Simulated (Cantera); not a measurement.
Feed: 1 mol SiHCl3, 16 mol NH3, held at 1598.15 K.

Equilibrium computed with Cantera from the NASA thermochemical tables; the gas is ideal and each condensed phase is pure. Candidate condensed phases: NH4Cl, Si, Si3N4; 28 gas species. The tables' values for SiCl, SiCl3 are old estimates; treat these amounts as uncertain. Equilibrium is a limit: real reactors are often held back by kinetics, nucleation or transport.

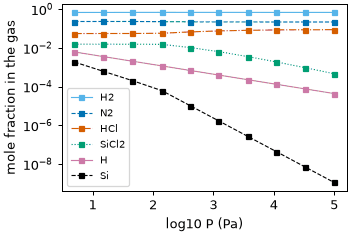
Figure. Equilibrium gas composition (values under 1e-9 drawn at 1e-9)

From 0.0375 Torr to 0.338 Torr the condensed part is Si(s). From 1.05 Torr to 750 Torr the condensed part is Si3N4(s). The main Si-bearing gas is SiCl2 throughout. The share of Si in condensed phases is highest at 750 Torr (98.0 %) and lowest at 0.0375 Torr (38.9 %).
